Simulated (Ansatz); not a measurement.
**Run report: CH3OS (charge +1), geometry relaxation (part 2 of 2)**

The same run, continued: CH3OS, charge +1; RKS PBE0-D4/def2-mTZVP (Ansatz 0.2.0). It belongs to a series of runs on one base structure; here: end point A relaxed.

Geometry of the input (Å):
```
O  -1.7911  -0.7953  -0.1146
C  -0.6479  -0.7096  -0.1013
S  0.1565  1.1329  0.1982
H  0.1728  -1.4161  -0.2178
H  1.0134  1.0637  -0.8436
H  1.0964  0.7244  1.0791
```

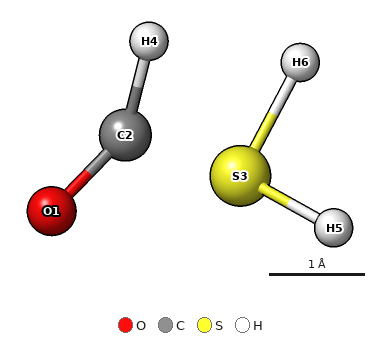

*The geometry at step 18 of the log (ball-and-stick view, seen at a tilt; atoms are numbered from 1 in the order of the input).*

Trajectory as extended XYZ, continued:
```
6
Properties=species:S:1:pos:R:3:forces:R:3 step=6 energy=-13952.91613
O    -1.8013   -0.7960   -0.1217    0.0065   0.0106   0.0014
C    -0.6517   -0.7307   -0.1033   -0.0184  -0.0332  -0.0130
S     0.1652    1.1412    0.2020    0.0107   0.0231   0.0130
H     0.1497   -1.4693   -0.2176    0.0077   0.0032   0.0052
H     1.0225    1.1024   -0.8521   -0.0040  -0.0030  -0.0082
H     1.1155    0.7525    1.0927   -0.0025  -0.0008   0.0016
6
Properties=species:S:1:pos:R:3:forces:R:3 step=7 energy=-13952.91619
O    -1.8012   -0.7962   -0.1231   -0.0331   0.0071   0.0011
C    -0.6521   -0.7315   -0.1032    0.0159  -0.0166  -0.0111
S     0.1660    1.1428    0.2029    0.0052   0.0065   0.0082
H     0.1498   -1.4695   -0.2165    0.0126   0.0015   0.0058
H     1.0213    1.1021   -0.8526   -0.0016   0.0002  -0.0052
H     1.1163    0.7522    1.0926    0.0011   0.0013   0.0011
6
Properties=species:S:1:pos:R:3:forces:R:3 step=8 energy=-13952.91622
O    -1.8015   -0.7963   -0.1243   -0.0323   0.0058  -0.0006
C    -0.6525   -0.7321   -0.1034    0.0175  -0.0081  -0.0060
S     0.1665    1.1437    0.2036    0.0025  -0.0051   0.0048
H     0.1498   -1.4700   -0.2152    0.0115   0.0032   0.0048
H     1.0205    1.1026   -0.8531   -0.0010   0.0015  -0.0019
H     1.1172    0.7520    1.0924    0.0019   0.0028  -0.0013
6
Properties=species:S:1:pos:R:3:forces:R:3 step=9 energy=-13952.91625
O    -1.8020   -0.7962   -0.1261   -0.0156   0.0041  -0.0023
C    -0.6529   -0.7329   -0.1036    0.0087  -0.0008  -0.0012
S     0.1670    1.1442    0.2044   -0.0001  -0.0125   0.0030
H     0.1500   -1.4705   -0.2131    0.0059   0.0038   0.0036
H     1.0193    1.1036   -0.8536   -0.0008   0.0019   0.0003
H     1.1186    0.7517    1.0920    0.0018   0.0036  -0.0035
6
Properties=species:S:1:pos:R:3:forces:R:3 step=10 energy=-13952.91629
O    -1.8027   -0.7957   -0.1302    0.0058   0.0007  -0.0037
C    -0.6536   -0.7339   -0.1034    0.0009   0.0083   0.0022
S     0.1675    1.1441    0.2062   -0.0034  -0.0152   0.0028
H     0.1504   -1.4711   -0.2086   -0.0037   0.0017   0.0027
H     1.0167    1.1056   -0.8545   -0.0011   0.0013   0.0013
H     1.1217    0.7509    1.0906    0.0014   0.0034  -0.0052
6
Properties=species:S:1:pos:R:3:forces:R:3 step=11 energy=-13952.91640
O    -1.7993   -0.7899   -0.1499   -0.1737  -0.0211  -0.0144
C    -0.6520   -0.7343   -0.1017    0.1264   0.0321   0.0105
S     0.1669    1.1408    0.2151   -0.0145   0.0047   0.0051
H     0.1486   -1.4762   -0.1895    0.0291  -0.0145   0.0036
H     1.0009    1.1122   -0.8568    0.0115   0.0044  -0.0188
H     1.1348    0.7474    1.0827    0.0212  -0.0056   0.0140
6
Properties=species:S:1:pos:R:3:forces:R:3 step=12 energy=-13952.91891
O    -1.7915   -0.7674   -0.2444    0.0990  -0.0833  -0.0050
C    -0.6497   -0.7405   -0.0930   -0.0838   0.0857  -0.0129
S     0.1675    1.1287    0.2568    0.0676  -0.0204  -0.0046
H     0.1447   -1.4967   -0.0954   -0.0519   0.0024   0.0130
H     0.9298    1.1476   -0.8702   -0.0266   0.0100   0.0197
H     1.1993    0.7284    1.0462   -0.0043   0.0055  -0.0102
6
Properties=species:S:1:pos:R:3:forces:R:3 step=13 energy=-13952.89933 accepted=F
O    -1.7732   -0.7385   -0.3979    1.7830  -0.1538   0.4445
C    -0.6476   -0.7467   -0.0842   -1.2239  -0.0777  -0.3015
S     0.1720    1.1096    0.3245    0.4715  -0.1793  -0.2010
H     0.1298   -1.5307    0.0642   -0.5232   0.3174  -0.1104
H     0.8146    1.2126   -0.8882   -0.2100  -0.0099   0.3478
H     1.3043    0.6937    0.9816   -0.2974   0.1033  -0.1794
6
Properties=species:S:1:pos:R:3:forces:R:3 step=14 energy=-13952.92297
O    -1.7765   -0.7612   -0.3185    0.1008  -0.0045  -0.0360
C    -0.6468   -0.7322   -0.0922   -0.0471  -0.0349   0.0888
S     0.1717    1.1191    0.2911    0.0491   0.0240  -0.0270
H     0.1368   -1.4955   -0.0138   -0.0605  -0.0152  -0.0313
H     0.8687    1.1723   -0.8766   -0.0262   0.0251   0.0268
H     1.2461    0.6975    1.0100   -0.0160   0.0056  -0.0214
6
Properties=species:S:1:pos:R:3:forces:R:3 step=15 energy=-13952.91830 accepted=F
O    -1.7562   -0.7489   -0.4132    0.9977   0.0245   0.4293
C    -0.6490   -0.7343   -0.0615   -0.7847   0.0176  -0.5764
S     0.1793    1.1142    0.3305    0.1221  -0.0941  -0.0459
H     0.1238   -1.5055    0.0543   -0.1424  -0.0071   0.1170
H     0.8009    1.1941   -0.8837   -0.0918   0.0068   0.1476
H     1.3013    0.6805    0.9735   -0.1009   0.0522  -0.0715
6
Properties=species:S:1:pos:R:3:forces:R:3 step=16 energy=-13952.92649
O    -1.7643   -0.7549   -0.3621    0.1958   0.0018   0.0117
C    -0.6447   -0.7341   -0.0849   -0.1474  -0.0266  -0.0037
S     0.1754    1.1142    0.3069    0.0390  -0.0006   0.0038
H     0.1255   -1.5061    0.0324   -0.0538  -0.0043  -0.0083
H     0.8374    1.1990   -0.8789   -0.0267   0.0067   0.0192
H     1.2707    0.6819    0.9865   -0.0069   0.0231  -0.0227
6
Properties=species:S:1:pos:R:3:forces:R:3 step=17 energy=-13952.92974
O    -1.7509   -0.7474   -0.4083    0.4256   0.0095   0.1008
C    -0.6428   -0.7367   -0.0792   -0.3438  -0.0364  -0.1069
S     0.1801    1.1075    0.3258    0.0411  -0.0237  -0.0061
H     0.1113   -1.5187    0.0786   -0.0732   0.0276   0.0023
H     0.8025    1.2226   -0.8798   -0.0390  -0.0028   0.0384
H     1.2998    0.6726    0.9629   -0.0108   0.0259  -0.0285
6
Properties=species:S:1:pos:R:3:forces:R:3 step=18 energy=-13952.93630
O    -1.7250   -0.7335   -0.4770    0.4104   0.0141   0.1169
C    -0.6408   -0.7412   -0.0760   -0.2684  -0.0954  -0.0834
S     0.1876    1.0932    0.3569    0.0839  -0.0155  -0.0469
H     0.0838   -1.5386    0.1455   -0.1130   0.0851  -0.0157
H     0.7455    1.2497   -0.8766   -0.0578   0.0045   0.0719
H     1.3489    0.6703    0.9272   -0.0551   0.0073  -0.0427
6
Properties=species:S:1:pos:R:3:forces:R:3 step=19 energy=-13952.94660
O    -1.6684   -0.7086   -0.5710    0.0968  -0.0784   0.0211
C    -0.6317   -0.7429   -0.0662    0.0259  -0.0519   0.0106
S     0.1963    1.0781    0.3967    0.1820  -0.0642  -0.0450
H     0.0471   -1.5535    0.2444   -0.1678   0.1203  -0.0388
H     0.6576    1.2861   -0.8694   -0.0495   0.0146   0.1062
H     1.3992    0.6409    0.8655   -0.0873   0.0595  -0.0541
6
Properties=species:S:1:pos:R:3:forces:R:3 step=20 energy=-13952.95833
O    -1.6095   -0.7065   -0.6614   -0.1771  -0.0181  -0.1190
C    -0.6293   -0.7475   -0.0590    0.3154  -0.1330   0.1360
S     0.2121    1.0504    0.4300    0.2142   0.0611  -0.0663
H    -0.0117   -1.5636    0.3460   -0.1450   0.0807  -0.0357
H     0.5835    1.3450   -0.8494   -0.0797  -0.0184   0.1251
H     1.4549    0.6221    0.7937   -0.1278   0.0277  -0.0402
6
Properties=species:S:1:pos:R:3:forces:R:3 step=21 energy=-13952.97102
O    -1.5294   -0.6968   -0.7459   -0.1124  -0.0418  -0.1279
C    -0.6115   -0.7513   -0.0512    0.0563  -0.0186   0.0924
S     0.2333    1.0374    0.4641    0.0779  -0.0505   0.0325
H    -0.0860   -1.5790    0.4426   -0.0062   0.0707   0.0073
H     0.4980    1.3890   -0.8205   -0.0299   0.0240  -0.0096
H     1.4956    0.6007    0.7109    0.0143   0.0161   0.0053
6
Properties=species:S:1:pos:R:3:forces:R:3 step=22 energy=-13952.98438
O    -1.4110   -0.7107   -0.8699   -0.0829   0.0230  -0.0855
C    -0.6087   -0.7554   -0.0431    0.1711  -0.0722   0.0945
S     0.2716    0.9931    0.5129    0.0439   0.1425  -0.0387
H    -0.1986   -1.5595    0.5762   -0.0556  -0.0724   0.0144
H     0.3814    1.4530   -0.7601   -0.0346   0.0391   0.0140
H     1.5653    0.5796    0.5841   -0.0418  -0.0600   0.0012
6
Properties=species:S:1:pos:R:3:forces:R:3 step=23 energy=-13952.94533 accepted=F
O    -1.2974   -0.7249   -0.9696    0.9981  -0.2036   0.9096
C    -0.5686   -0.7747   -0.0596   -0.9278  -0.2429   0.0553
S     0.3071    0.9585    0.5501    0.3924   0.0995  -0.5729
H    -0.3310   -1.5496    0.7219   -0.1331   0.4267  -0.8488
H     0.2742    1.5444   -0.6976    0.0323  -0.1993   0.4555
H     1.6157    0.5462    0.4547   -0.3618   0.1195   0.0012
6
Properties=species:S:1:pos:R:3:forces:R:3 step=24 energy=-13952.99159
O    -1.3284   -0.7175   -0.9233    0.0565  -0.0796   0.0554
C    -0.5927   -0.7611   -0.0340   -0.0762   0.0603  -0.0588
S     0.2921    0.9901    0.5302    0.0478  -0.0398   0.0656
H    -0.2678   -1.5591    0.6462   -0.0216   0.0364  -0.0335
H     0.3204    1.5040   -0.7263    0.0051  -0.0122  -0.0065
H     1.5765    0.5436    0.5070   -0.0116   0.0349  -0.0222
6
Properties=species:S:1:pos:R:3:forces:R:3 step=25 energy=-13952.99425
O    -1.2823   -0.7293   -0.9552    0.0035   0.0196  -0.0074
C    -0.5912   -0.7575   -0.0309    0.0297  -0.1169   0.0581
S     0.3083    0.9778    0.5468   -0.0107   0.0306   0.0065
H    -0.3128   -1.5489    0.6788   -0.0300   0.0630  -0.0434
H     0.2852    1.5159   -0.6997    0.0061   0.0142   0.0022
H     1.5928    0.5420    0.4601    0.0014  -0.0106  -0.0159
6
Properties=species:S:1:pos:R:3:forces:R:3 step=26 energy=-13952.99564
O    -1.2425   -0.7426   -0.9790    0.0150   0.0013   0.0157
C    -0.5886   -0.7630   -0.0279   -0.0094   0.0035  -0.0286
S     0.3191    0.9710    0.5564    0.0084   0.0224   0.0059
H    -0.3491   -1.5382    0.7085   -0.0076  -0.0160   0.0081
H     0.2633    1.5411   -0.6752   -0.0085  -0.0095   0.0025
H     1.5979    0.5317    0.4172    0.0020  -0.0017  -0.0035
6
Properties=species:S:1:pos:R:3:forces:R:3 step=27 energy=-13952.99581
O    -1.2019   -0.7498   -1.0024    0.1190  -0.0043   0.1523
C    -0.5831   -0.7652   -0.0262   -0.1166  -0.0070  -0.0898
S     0.3324    0.9641    0.5682    0.0485  -0.0076  -0.0427
H    -0.3894   -1.5301    0.7364   -0.0043   0.0119  -0.0481
H     0.2342    1.5536   -0.6525    0.0024  -0.0130   0.0226
H     1.6078    0.5274    0.3766   -0.0490   0.0200   0.0056
6
Properties=species:S:1:pos:R:3:forces:R:3 step=28 energy=-13952.99414 accepted=F
O    -1.1896   -0.7498   -1.0074    0.0565   0.0098   0.2502
C    -0.5936   -0.7598   -0.0165    0.0592  -0.0529  -0.2783
S     0.3332    0.9670    0.5702    0.0037   0.0123  -0.0045
H    -0.3853   -1.5315    0.7352   -0.0802   0.0409   0.0079
H     0.2320    1.5535   -0.6517   -0.0042  -0.0163   0.0201
H     1.6033    0.5206    0.3702   -0.0349   0.0063   0.0046
6
Properties=species:S:1:pos:R:3:forces:R:3 step=29 energy=-13952.99619
O    -1.1946   -0.7477   -1.0025    0.0034  -0.0021   0.0057
C    -0.5836   -0.7631   -0.0232   -0.0114  -0.0090  -0.0106
S     0.3334    0.9639    0.5690    0.0127   0.0117  -0.0019
H    -0.3920   -1.5304    0.7359   -0.0012  -0.0016   0.0000
H     0.2312    1.5512   -0.6516   -0.0005  -0.0029   0.0053
H     1.6057    0.5261    0.3724   -0.0029   0.0039   0.0015
```
